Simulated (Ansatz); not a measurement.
F$_{3}$H$_{2}$PSi···NH$_{3}$

```xyz
11

Si    0.5285   -0.3337   -0.3499
N    -0.1820   -0.3531    2.4656
H    -1.1207   -0.7027    2.5199
H    -0.2311    0.6454    2.5472
F     0.8794   -0.2183   -1.8901
F     0.7120    1.1394    0.1862
F    -1.0094   -0.6837   -0.3108
P     1.9264   -1.8220    0.5361
H     0.9576   -2.6930    1.0445
H     2.1711   -2.5378   -0.6453
H     0.3132   -0.6917    3.2697
```

Computed with Ansatz 0.2.0, RHF/6-31G*.

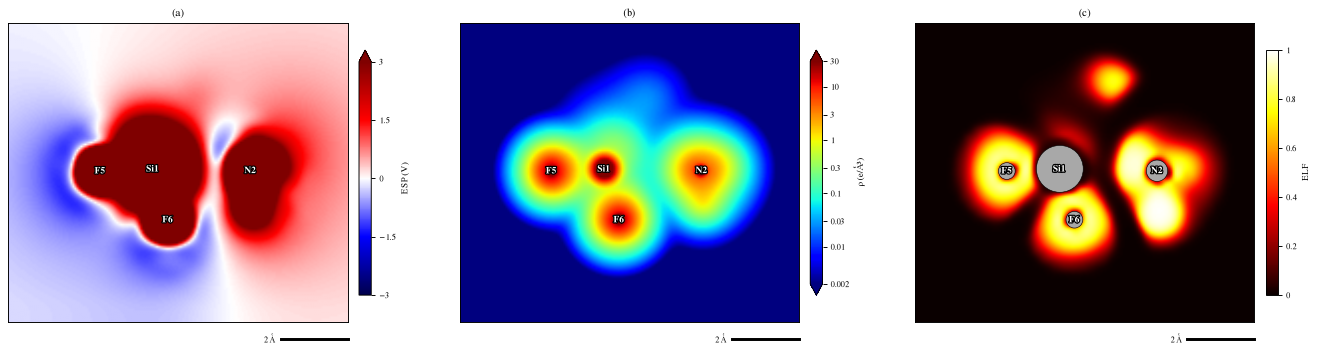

Figure 1. (a) molecular electrostatic potential; (b) electron density; (c) electron localisation function on the plane of atoms F5, Si1 and F6. Grey discs cover the atomic cores in the ELF map.

**Describe what can be read from this map.**

The plane passes through Si, N and F nuclei.
Si1···N2 (2.90 Å): the density falls to about 0.09 e/Å³ on the way; the ELF is about 0.10 at the midpoint.
Si–F (1.58 Å): ρ is about 1.1 e/Å³ halfway; the ELF peaks at about 0.90 in the valence shell of F, 0.6 Å from its nucleus, and is about 0.35 at the midpoint.
The ELF also peaks beside F6 and F5, away from the bonds: lone-pair regions.
Outside the dense part of the complex the potential is most negative (−1.3 V) near F5.

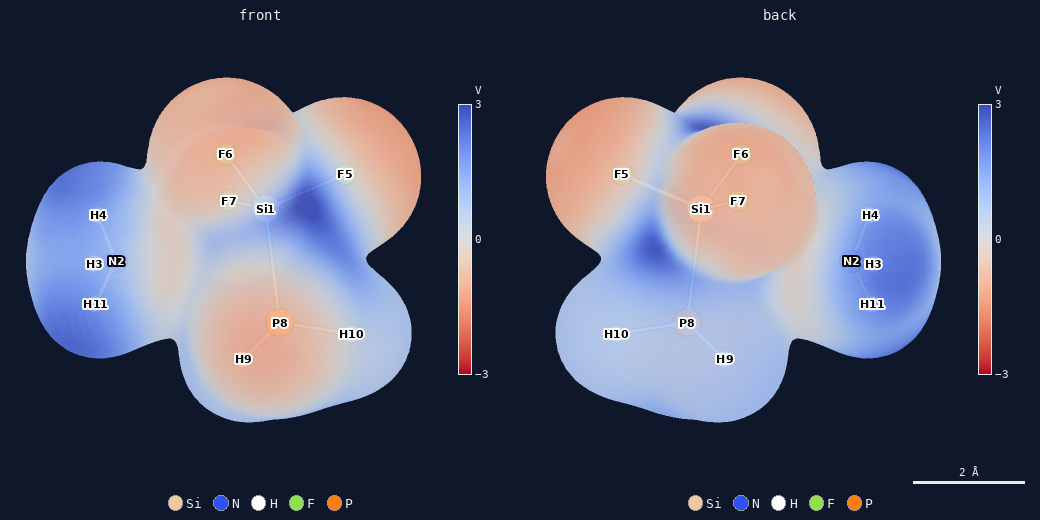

Figure 2. The molecular electrostatic potential painted on the density surface at 0.004 e/bohr³, seen from the front and from behind; red is negative and blue positive.

**Describe the electrostatic potential map.**

The most negative region (about −1.2 V) lies over F5, the most positive (about +2.8 V) over Si1.

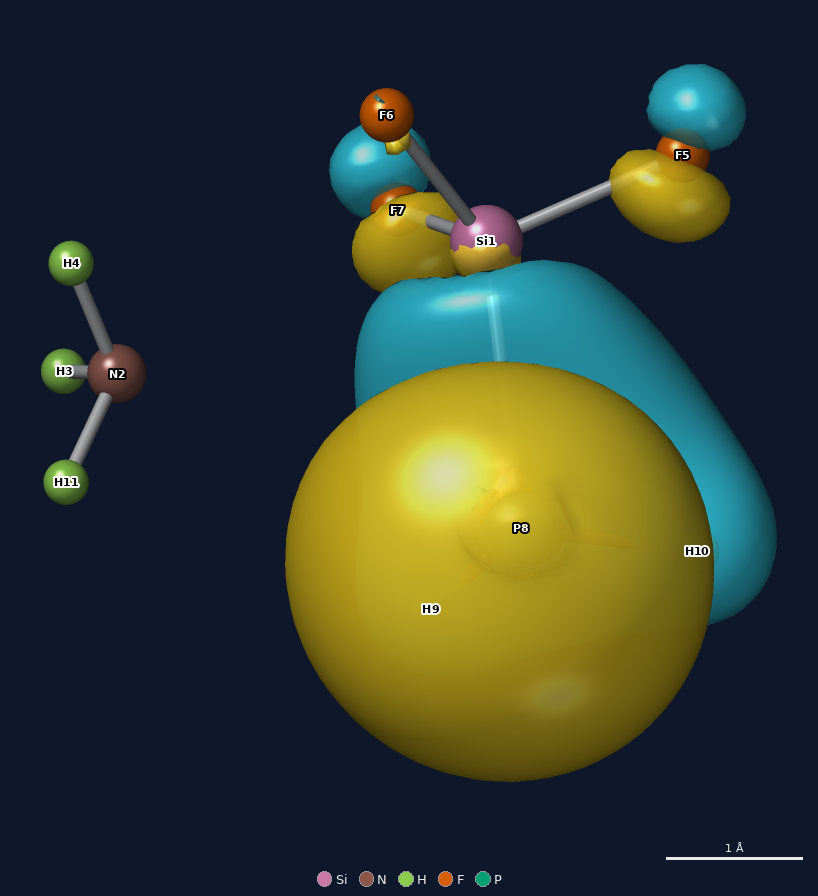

Figure 3. The HOMO at ±0.08 Å⁻³ᐟ² (yellow and cyan are the two phases), seen across its widest extent.

**Where does this orbital lie, and at what energy?**

It lies mainly on P8 (about 80 %) and Si1 (about 10 %); largely a lone pair of P8. Its energy is −10.35 eV.

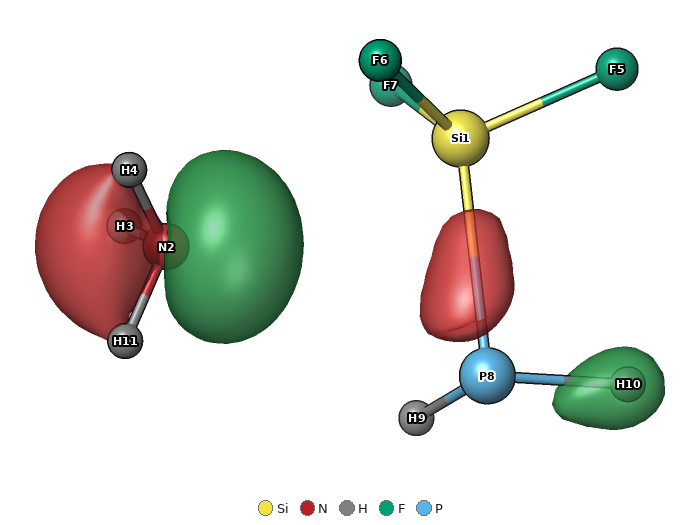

Figure 4. The HOMO−1 at ±0.2 Å⁻³ᐟ² (green and red are the two phases), seen at a tilt.

**What is the character of this orbital?**

Its weight (Hirshfeld) is mainly on N2 (about 60 %), P8 (about 10 %) and Si1 (about 5 %). Its energy is −12.23 eV.
